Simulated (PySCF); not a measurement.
## Two runs on AlH5O

System: AlH5O (Al(H2O)H3).
Method of the first run: GIAO B3LYP/pcSseg-1 Al:pcSseg-2 NMR shielding, non-relativistic, gas phase (PySCF 2.14.0).

The geometry comes from this level: PBE0-D3(BJ)/def2-SVP. Text and figures count atoms from 1; the logs count them from 0 in places.

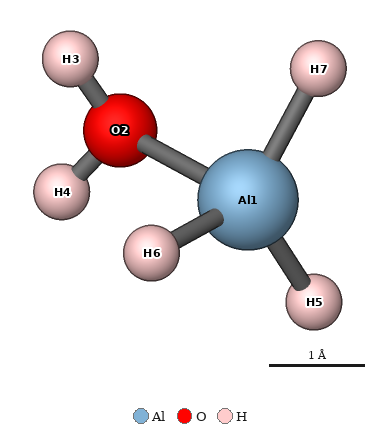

**Figure 1.** The input geometry (ball-and-stick view, seen at a tilt; atoms are numbered from 1 in the order of the input). Sticks mark near contacts. Bond lengths as drawn: Al–H 1.60 to 1.61 Å, Al–O 2.03 Å and H–O 0.97 Å.

### The input, the first run
```
{"job": {"kind": "nmr", "xc": "B3LYP", "basis": {"default": "pcSseg-1", "Al": "pcSseg-2"}, "pop": false}, "charge": 0, "multiplicity": 1}
Al     0.026790    -0.077208    -0.897346
O      0.114894    -0.125481     1.130845
H     -0.729861    -0.240091     1.586086
H      0.563440     0.621698     1.548787
H      1.601129    -0.029462    -1.180287
H     -0.792055     1.292826    -1.088199
H     -0.784337    -1.442282    -1.099885
```

The first line tells a small driver script what to run in PySCF; the rest is the geometry in Å.

Hardware: 1 CPU thread, shared host.

### Output (the first run)
```
coarse grid: 5816 points
cycle   1  E = -320.6050716157  dE = -1.376e-01  |g| = 5.814e-01  |ddm| = 2.006e+00
cycle   2  E = -320.5590657448  dE =  4.601e-02  |g| = 7.984e-01  |ddm| = 7.254e-01
cycle   3  E = -320.6659425913  dE = -1.069e-01  |g| = 6.145e-02  |ddm| = 4.414e-01
cycle   4  E = -320.6667462074  dE = -8.036e-04  |g| = 5.705e-03  |ddm| = 4.536e-02
cycle   5  E = -320.6667490451  dE = -2.838e-06  |g| = 1.160e-03  |ddm| = 2.790e-03
final grid: 49960 points
cycle   6  E = -320.6862241432  dE = -1.282e-05  |g| = 7.685e-04  |ddm| = 7.948e-03
cycle   7  E = -320.6862242244  dE = -8.113e-08  |g| = 2.805e-04  |ddm| = 9.550e-04
cycle   8  E = -320.6862242327  dE = -8.319e-09  |g| = 2.003e-04  |ddm| = 3.474e-04
cycle   9  E = -320.6862242387  dE = -5.961e-09  |g| = 5.196e-05  |ddm| = 1.234e-04
cycle  10  E = -320.6862242391  dE = -4.353e-10  |g| = 4.139e-06  |ddm| = 3.068e-05
converged SCF energy = -320.6862242391

GIAO shielding tensors (ppm)
atom      isotropic    diamagn.    paramagn.     s11        s22        s33       span
  0 Al     390.539     793.355    -402.816    373.776    378.517    419.326     45.550
  1 O      306.394     385.365     -78.970    272.349    298.955    347.879     75.530
  2 H       28.922      29.312      -0.390     21.220     24.002     41.545     20.325
  3 H       28.969      29.309      -0.341     21.287     24.023     41.596     20.308
  4 H       27.050      28.851      -1.800     24.476     26.101     30.574      6.098
  5 H       26.978      29.080      -2.102     24.287     26.177     30.469      6.183
  6 H       27.066      28.901      -1.836     24.509     26.124     30.564      6.055
```

The input of the second run differs as follows (lines with − go, lines with + come):
```diff
-"xc": "B3LYP"
+"xc": "PBE0"
-"pop": false
```

What does this change do to the results?

The total energies belong to different methods, so their difference says nothing on which is more stable or more accurate. The HOMO goes from −7.32 to −7.52 eV. The LUMO goes from −1.07 to −0.71 eV. Of all shieldings, the largest change is that of Al1, by +7.6 ppm. The functional changes from B3LYP to PBE0. The number of SCF iterations is the same.

### Output (the second run)
```
coarse grid: 5816 points
cycle   1  E = -320.3806273508  dE = -1.570e-01  |g| = 5.143e-01  |ddm| = 1.983e+00
cycle   2  E = -320.3612549342  dE =  1.937e-02  |g| = 6.400e-01  |ddm| = 6.167e-01
cycle   3  E = -320.4295592196  dE = -6.830e-02  |g| = 5.321e-02  |ddm| = 3.494e-01
cycle   4  E = -320.4301212924  dE = -5.621e-04  |g| = 4.569e-03  |ddm| = 3.532e-02
cycle   5  E = -320.4301238287  dE = -2.536e-06  |g| = 7.724e-04  |ddm| = 3.642e-03
final grid: 49960 points
cycle   6  E = -320.4496671540  dE = -1.408e-05  |g| = 4.152e-03  |ddm| = 7.938e-03
cycle   7  E = -320.4496650562  dE =  2.098e-06  |g| = 5.417e-03  |ddm| = 4.340e-03
cycle   8  E = -320.4496697607  dE = -4.705e-06  |g| = 2.651e-04  |ddm| = 2.591e-03
cycle   9  E = -320.4496697712  dE = -1.047e-08  |g| = 5.729e-05  |ddm| = 2.085e-04
cycle  10  E = -320.4496697715  dE = -3.539e-10  |g| = 3.296e-06  |ddm| = 3.604e-05
converged SCF energy = -320.4496697715

GIAO shielding tensors (ppm)
atom      isotropic    diamagn.    paramagn.     s11        s22        s33       span
  0 Al     398.112     793.543    -395.431    381.336    385.717    427.283     45.947
  1 O      309.536     385.899     -76.363    277.363    301.438    349.808     72.445
  2 H       28.808      29.277      -0.470     20.989     23.734     41.700     20.711
  3 H       28.851      29.275      -0.424     21.052     23.754     41.748     20.696
  4 H       26.839      28.614      -1.776     24.236     25.898     30.382      6.147
  5 H       26.768      28.843      -2.075     24.058     25.965     30.283      6.225
  6 H       26.854      28.665      -1.812     24.268     25.922     30.372      6.104
```

### The two runs side by side

| quantity | the first run | the second run |
| --- | --- | --- |
| outcome | converged | converged |
| total energy (hartree) | −320.686224 | −320.449670 |
| HOMO (eV) | −7.32 | −7.52 |
| LUMO (eV) | −1.07 | −0.71 |
| dipole moment (D) | 4.94 | 4.93 |
| shielding of Al1 (ppm) | 390.5 | 398.1 |
| shielding of O2 (ppm) | 306.4 | 309.5 |
| shielding of H3 (ppm) | 28.9 | 28.8 |
| shielding of H4 (ppm) | 29.0 | 28.9 |
| shielding of H5 (ppm) | 27.1 | 26.8 |
| shielding of H6 (ppm) | 27.0 | 26.8 |
| shielding of H7 (ppm) | 27.1 | 26.9 |
| SCF iterations | 10 | 10 |
| basis functions | 85 | 85 |
| wall time (shared host) | 2.1 s | 3 s |
